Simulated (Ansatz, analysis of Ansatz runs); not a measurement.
**Does V_S go to the (100) surface of KS?**

Question: does neutral V_S prefer the (100) surface of KS or the inside, and by how much? The same defect is put at one site in each of several layers from the top towards the middle of one slab. Model: a cell of 48 host atoms with 1 S taken out.

Main program and level: Ansatz 0.2.0; plane-wave PAW DFT, PBEsol; a slab with vacuum, neutral defects.

## 1. Set-up

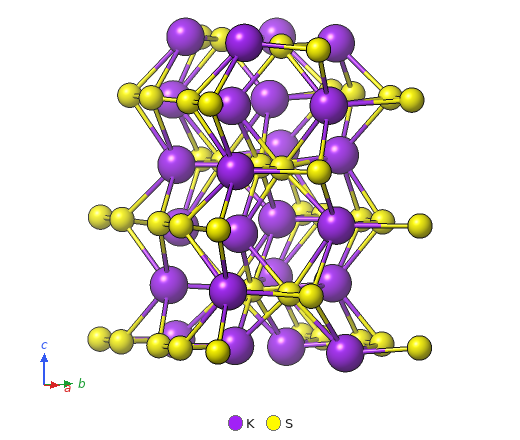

Start, viewed from the side, with the c axis up; potassium purple, sulfur yellow. Some periodic images of atoms are drawn too.

The cell holds 47 atoms: 24 K and 23 S. Cell: a = 11.692 Å, b = 8.513 Å, c = 26.000 Å, α = 90.0°, β = 90.0°, γ = 90.0°. It derives from KS (space group P-62m), repeated 2×1×1. Vacuum lies along c. Nearest the centre at fractional (0.410, 0.745, 0.725): S44 at 2.12 Å, K35 at 2.96 Å, K8 at 3.00 Å, K33 at 3.05 Å, K7 at 3.19 Å, S21 at 3.73 Å, K31 at 4.61 Å, K30 at 4.75 Å.

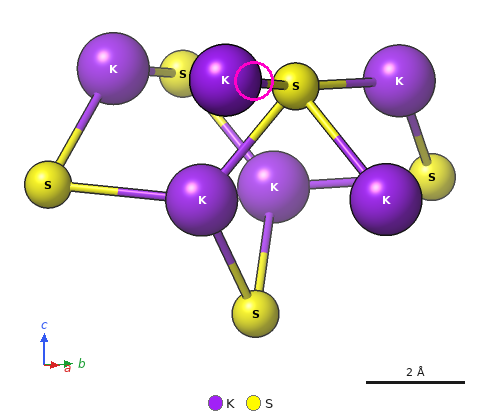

The atoms within 5 Å of the centre. A ring marks the centre wherever it is empty.

Structure file:

```xyz
47
Lattice="0.0000 11.6923 0.0000 -8.5125 0.0000 0.0000 0.0000 0.0000 26.0000" Properties=species:S:1:pos:R:3
K    -3.3117    2.9268    9.4305
K    -7.8886    2.9258   11.9088
K    -8.2677    2.9313    6.9391
K    -0.4696    0.0047    9.5173
K    -4.8562    0.0083    7.1604
K    -5.0247    0.0032   11.5184
K    -7.5672    2.9292   16.5859
K    -4.0125    2.9251   19.0696
K    -3.6325    2.9268   14.1035
K    -4.7239    0.0004   16.4957
K    -0.7675    0.0033   14.4957
K    -0.5982    0.0001   18.8531
S    -2.0944    4.7893    7.1714
S    -2.0893    1.0651    7.1604
S    -2.1214    1.0714   11.9193
S    -2.1204    4.7823   11.9192
S    -6.3720    1.8639    9.2286
S    -6.3680    3.9888    9.2299
S    -6.3775    4.7808   14.0944
S    -6.3768    1.0715   14.0955
S    -6.3489    1.0621   18.8426
S    -2.1107    1.8632   16.7854
S    -2.1145    3.9884   16.7785
K    -3.3158    8.7724    9.4308
K    -7.8907    8.7744   11.9072
K    -8.2701    8.7772    6.9365
K    -0.4670    5.8515    9.5185
K    -4.8550    5.8538    7.1592
K    -5.0235    5.8506   11.5171
K    -7.5721    8.7749   16.5783
K    -4.0104    8.7698   19.0826
K    -3.6356    8.7733   14.1062
K    -4.7269    5.8514   16.4946
K    -0.7687    5.8508   14.4946
K    -0.5993    5.8460   18.8523
S    -2.0978   10.6336    7.1746
S    -2.0915    6.9132    7.1660
S    -2.1214    6.9204   11.9209
S    -2.1218   10.6261   11.9196
S    -6.3726    7.7117    9.2286
S    -6.3727    9.8365    9.2306
S    -6.3771   10.6255   14.0946
S    -6.3767    6.9184   14.0914
S    -6.3558    6.9196   18.8349
S    -6.3467   10.6304   18.8490
S    -2.1156    7.7080   16.7888
S    -2.1158    9.8327   16.7827
```

The cell's shortest repeat is 8.5 Å.

## 2. The clean slab

The slab is cut stoichiometric, symmetric and without a dipole, at the in-plane lattice of the database's bulk structure, and all its atoms relax. Miller indices refer to pymatgen's conventional standard cell, whose axes can be ordered otherwise than in the space-group symbol.

File slab/input.yaml:

```yaml
crystal:
  lattice:
    - [0.0, 5.84614, 0.0]
    - [-8.512544, 0.0, 0.0]
    - [0.0, 0.0, 26.0]
  atoms:
    - { symbol: K, position: [0.5, 0.3921359, 0.3582292] }
    - { symbol: K, position: [0.5, 0.928932, 0.4596986] }
    - { symbol: K, position: [0.5, 0.928932, 0.2567599] }
    - { symbol: K, position: [0.0, 0.0571433, 0.3582292] }
    - { symbol: K, position: [0.0, 0.5964284, 0.2711414] }
    - { symbol: K, position: [0.0, 0.5964284, 0.4453171] }
    - { symbol: K, position: [0.5, 0.8921359, 0.6417708] }
    - { symbol: K, position: [0.5, 0.428932, 0.7432401] }
    - { symbol: K, position: [0.5, 0.428932, 0.5403014] }
    - { symbol: K, position: [0.0, 0.5571433, 0.6417708] }
    - { symbol: K, position: [0.0, 0.0964284, 0.5546829] }
    - { symbol: K, position: [0.0, 0.0964284, 0.7288586] }
    - { symbol: S, position: [0.8177608, 0.25, 0.2637154] }
    - { symbol: S, position: [0.1822392, 0.25, 0.2637154] }
    - { symbol: S, position: [0.1822392, 0.25, 0.4527431] }
    - { symbol: S, position: [0.8177608, 0.25, 0.4527431] }
    - { symbol: S, position: [0.3190239, 0.75, 0.3582292] }
    - { symbol: S, position: [0.6809761, 0.75, 0.3582292] }
    - { symbol: S, position: [0.8177608, 0.75, 0.5472569] }
    - { symbol: S, position: [0.1822392, 0.75, 0.5472569] }
    - { symbol: S, position: [0.1822392, 0.75, 0.7362846] }
    - { symbol: S, position: [0.8177608, 0.75, 0.7362846] }
    - { symbol: S, position: [0.3190239, 0.25, 0.6417708] }
    - { symbol: S, position: [0.6809761, 0.25, 0.6417708] }
basis:
  ecutwfc: 420
  xc_grid: 2
hamiltonian:
  xc: pbesol
  pseudopotentials: { kind: paw, azcp: { folder: soft_1 }, xc_functional: pbe }
kpoints:
  mp_grid: { grid: [4, 2, 1] }
scf:
  occupations: { method: fermi_dirac, width: 0.01 }
  max_iter: 100
relax:
  f_tol: 0.01
  max_steps: 100
  random_displacement: { amplitude: 0.03, seed: 6327 }
output:
  forces: true
  eigenvalues: true
```

The run is started by

```console
ansatz run input.yaml --threads 32 --pin off --max-ram 84787MiB --backend cuda --events-out ev --progress --plain --runs-dir out --max-vram 78GiB
```

Numbers of over 12 decimals in the logs are rounded to 6 here.

Log:

```text
[...]
Engine: ansatz 0.2.0, aarch64-unknown-linux-gnu
[...]
Pseudopotential: K, paw, valence charge 9, recommended cutoff 420 eV (normal), soft_1/K.paw.azcp
Pseudopotential: S, paw, valence charge 6, recommended cutoff 420 eV (normal), soft_1/S.paw.azcp
Functional definition: PBEsol
[...]
Crystal: 24 atoms, lattice volume = 1293.904 Å³
Basis set: ecut = 420 eV, 25317 PW (Γ), exchange–correlation on 80×120×360 points (8 copies of the dense FFT grid, shifted against one another)
Bands: 114, of which v1, the nominal top of the filled ones, is band 90 counted from 1 (89 counted from 0)
[...]
k-points: 6 of 8 (time reversal used)
[...]
Functional: x = pbesol(κ = 0.804, μ = 0.123457), c = pbesol(β = 0.046)
[...]
relax step   1: F+E_penalty+E_count = -28831.18326089 eV  Δ(F+E_penalty+E_count) = +0.000e0 eV  max|allowed force component| = 6.833e-1 eV/Å  Δτ_max = 0.0000 Å  (8 SCF iters, dr2 threshold 2.50e-6 eV, [...]
[...]
preconditioner: auto → Resta (q_TF=auto, 1.964 Å⁻¹)  ε∞=2.1  [insulator: Δε(μ)=0.697 eV  Ē_g=12.424 eV  σ=0.010 eV  W_gap=1.00  n_scr=166 (ndim 8)  ℏωp=12.9 eV  f_vac=0.442  D(μ)=0.00/eV (n_scr^D=0)   [...]
SCF iter   2: F=—  HF=-28831.613853 eV  |F-HF|=—  |Δ(HF+E_count)|=   1.02e-2  Δρ=1.18e-3  dr2=1.52e-2  ethr=4.96e-5  ⟨swp⟩=2.8  Hψ=1091  notcnv=0  defer=107
[...]
SCF iter   5: F=-28831.620782 eV  HF=-28831.620780 eV  |F-HF|=2.38e-6  |Δ(HF+E_count)|=   9.80e-5  Δρ=1.66e-5  dr2=4.26e-6  ethr=1.62e-8  ⟨swp⟩=16.2  Hψ=3626  notcnv=0
[...]
SCF 5 converged in 8 iterations: F = -28831.797549 eV  dr2 = 2.08e-10
relax step   5: F+E_penalty+E_count = -28831.79754948 eV  Δ(F+E_penalty+E_count) = -1.629e-3 eV  max|allowed force component| = 5.914e-3 eV/Å  Δτ_max = 0.0318 Å  (8 SCF iters, accepted)
SCF converged after 8 iterations
[...]
--- Relaxed structure (5 steps of the walk, 5 accepted, 0 SCFs on fresh bases) ---
[...]
```

Elapsed: 4.4 s, on 1 × NVIDIA GB200 with 32 threads of Arm Neoverse V2, shared host; peak memory 1.2 GiB.

The steps of the relaxation:

```tsv
step	energy less that of the first step (eV)	largest force component (eV/Å)
1	0.0000	0.6833
2	-0.4375	0.3803
3	-0.5929	0.0968
4	-0.6127	0.0303
5	-0.6143	0.0059
```

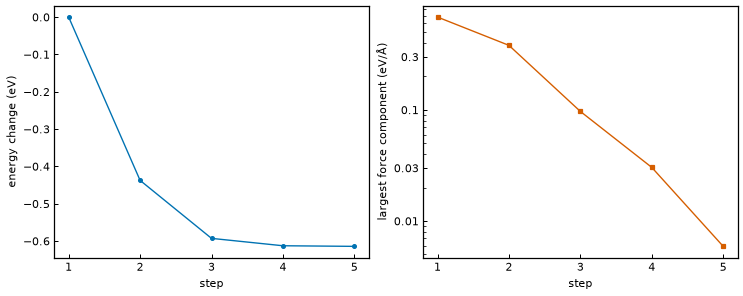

Energy and largest force along the relaxation.

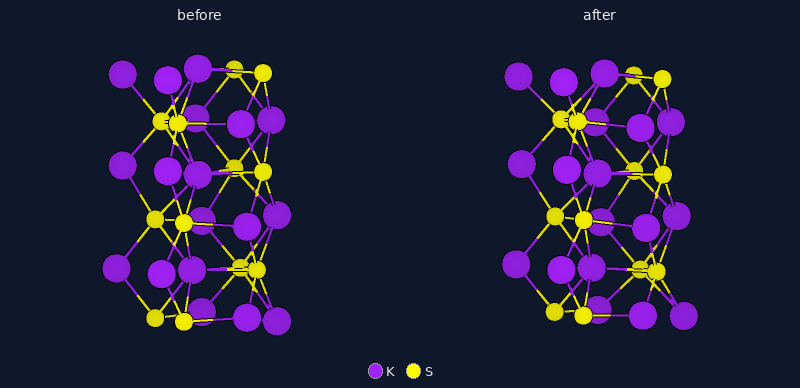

The structure before and after the relaxation, drawn at the same scale.

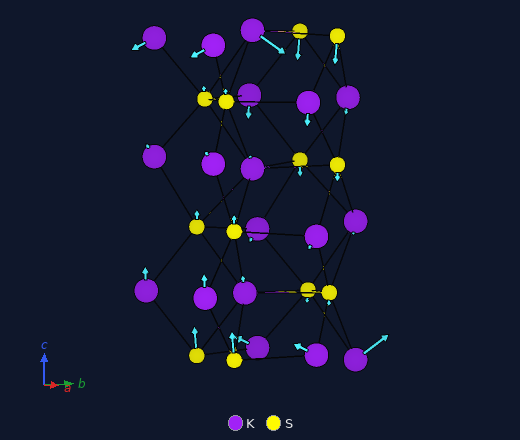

Displacements in the relaxation from the typed sites, exaggerated, the mean shift taken out; the longest in the cell stands for 0.45 Å. Some periodic images of atoms are drawn too.

The atoms that moved most (Å, from the sites as typed, ahead of the random displacement, the mean shift of all atoms taken out):

```tsv
atom	dx	dy	dz	length
K3	-0.368	0.000	0.250	0.445
K8	-0.367	-0.001	-0.250	0.444
S21	0.028	-0.002	-0.305	0.306
S14	0.028	-0.003	0.304	0.305
S13	0.029	0.004	0.301	0.303
S22	0.031	0.005	-0.299	0.301
K12	0.215	-0.002	-0.101	0.237
K5	0.214	-0.001	0.101	0.237
```

The relaxed structure:

```
K S
1.0
     0.00000    5.84614    0.00000
    -8.51254    0.00000    0.00000
     0.00000    0.00000   26.00000
K S
12 12
Direct
  0.50073 0.38953 0.36258
  0.50064 0.92689 0.45791
  0.50065 0.97132 0.26664
  0.00079 0.05510 0.36596
  0.00058 0.57043 0.27528
  0.00069 0.59021 0.44300
  0.50080 0.88945 0.63794
  0.50057 0.47124 0.73388
  0.50069 0.42686 0.54261
  0.00059 0.55504 0.63455
  0.00071 0.09018 0.55751
  0.00038 0.07034 0.72523
  0.81916 0.24570 0.27556
  0.18245 0.24590 0.27565
  0.18351 0.24919 0.45845
  0.81787 0.24920 0.45843
  0.31894 0.74837 0.35491
  0.68236 0.74839 0.35490
  0.81787 0.74917 0.54208
  0.18352 0.74917 0.54207
  0.18253 0.74592 0.72480
  0.81924 0.74552 0.72502
  0.31885 0.24830 0.64563
  0.68226 0.24833 0.64559
```

With the common shift taken out, atoms move by up to 0.45 Å from the bulk-cut sites, and by up to 0.31 Å along the normal.

On a dense mesh the slab's energy differs by under 1 meV an atom, so the sampling is kept; the layers are compared at one sampling, where most of this error should cancel, which was not tested.

## 3. Does the supercell reconstruct?

The clean supercell is relaxed from displaced atoms, since a reconstruction that only the larger cell allows would otherwise be counted to the defect.

File pristine.relax/input.yaml:

```yaml
crystal:
  lattice:
    - [0.0, 11.69228, 0.0]
    - [-8.512544, 0.0, 0.0]
    - [0.0, 0.0, 26.0]
  atoms:
    - { symbol: K, position: [0.25036543, 0.38952724, 0.36257509] }
    - { symbol: K, position: [0.25032071, 0.92689208, 0.45790688] }
    - { symbol: K, position: [0.25032328, 0.9713243, 0.26664118] }
    - { symbol: K, position: [0.00039371, 0.05509516, 0.36596475] }
[... 38 atom lines left out ...]
    - { symbol: S, position: [0.90893386, 0.7491732, 0.54207575] }
    - { symbol: S, position: [0.59175942, 0.74916845, 0.54207254] }
    - { symbol: S, position: [0.59126659, 0.74592, 0.72480213] }
    - { symbol: S, position: [0.90962189, 0.74551979, 0.72502303] }
    - { symbol: S, position: [0.659424, 0.24830195, 0.64562936] }
    - { symbol: S, position: [0.84113167, 0.24833402, 0.64558766] }
basis:
  ecutwfc: 420
  xc_grid: 2
hamiltonian:
  xc: pbesol
  pseudopotentials: { kind: paw, azcp: { folder: soft_1 }, xc_functional: pbe }
kpoints:
  mp_grid: { grid: [2, 2, 1] }
scf:
  occupations: { method: fermi_dirac, width: 0.01 }
  max_iter: 80
output:
  forces: true
relax:
  f_tol: 0.015
  max_steps: 80
  random_displacement: { amplitude: 0.05, seed: 6336 }
```

Log:

```text
[...]
Crystal: 48 atoms, lattice volume = 2587.807 Å³
Basis set: ecut = 420 eV, 50629 PW (Γ), exchange–correlation on 160×120×360 points (8 copies of the dense FFT grid, shifted against one another)
Bands: 228, of which v1, the nominal top of the filled ones, is band 180 counted from 1 (179 counted from 0)
[...]
k-points: 4
[...]
relax step   1: F+E_penalty+E_count = -57663.33535627 eV  Δ(F+E_penalty+E_count) = +0.000e0 eV  max|allowed force component| = 9.253e-1 eV/Å  Δτ_max = 0.0000 Å  (9 SCF iters, dr2 threshold 5.63e-6 eV, [...]
[...]
SCF iter   2: F=—  HF=-57663.554725 eV  |F-HF|=—  |Δ(HF+E_count)|=   1.91e-2  Δρ=6.82e-4  dr2=8.14e-3  ethr=2.15e-5  ⟨swp⟩=4.0  Hψ=1096  notcnv=0  defer=163
[...]
SCF iter   5: F=-57663.553712 eV  HF=-57663.553706 eV  |F-HF|=6.15e-6  |Δ(HF+E_count)|=   2.31e-7  Δρ=2.00e-5  dr2=1.21e-5  ethr=1.49e-8  ⟨swp⟩=3.0  Hψ=3356  notcnv=0
[...]
SCF 4 converged in 4 iterations: F = -57663.594945 eV  dr2 = 1.76e-8
relax step   4: F+E_penalty+E_count = -57663.59494469 eV  Δ(F+E_penalty+E_count) = -1.544e-6 eV  max|allowed force component| = 1.072e-2 eV/Å  Δτ_max = 0.0000 Å  (4 SCF iters, accepted)
SCF converged after 4 iterations
[...]
--- Relaxed structure (4 steps of the walk, 4 accepted, 0 SCFs on fresh bases) ---
[...]
```

The job ended after 4.9 s (1 × NVIDIA GB200 with 32 threads; peak memory 1.3 GiB).

Atoms end at most 0.01 Å from the small cell's positions, so the small cell's structure is at least a local minimum.

[end of part 1 of 2]

[Logs are printed without paths, hosts, clocks, repeated set-up lines and the standing remarks that a program may print on its own settings, such as how far it seeks lower states.]

[Hosts, paths, dates, database ids (printed as entryN), source tags and the programs' standing remarks are cut or masked in the printed files.]

[Maps of the electrostatic potential energy from Ansatz leave out the sawtooth potential of an applied field or a dipole correction, so their vacuum need not be flat.]
